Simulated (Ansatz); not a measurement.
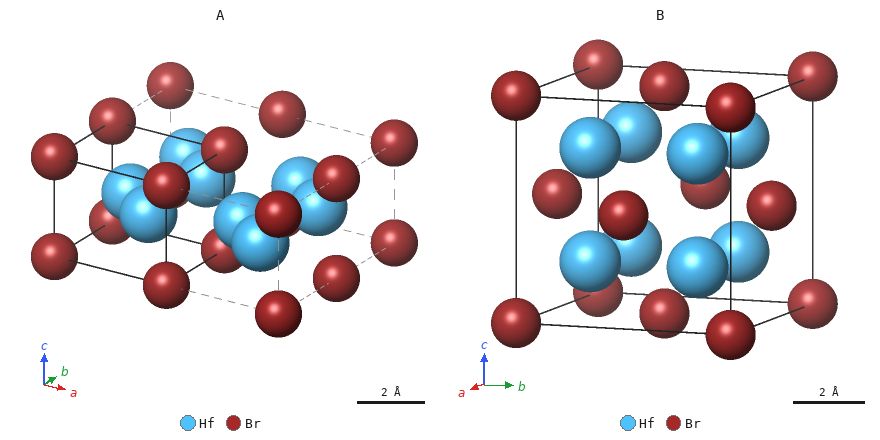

Two structures of Hf₂Br, each relaxed to rest (conventional cells in solid outline, small ones repeated, not to one scale). Method: DFT PBE, scalar-relativistic, plane waves, PAW (Ansatz), without spin polarisation.

Question: Which structures are these?

Answer: A: AlB₂ type, P6/mmm. B: antifluorite, Fm-3m.

Question: What is the energy order of the two?

Answer: B is lower, by 169 meV/atom at this level of theory (energies at zero smearing). Volumes: A 23.9, B 22.9 Å³/atom.

One or both may be structure types tried for this composition rather than known phases.
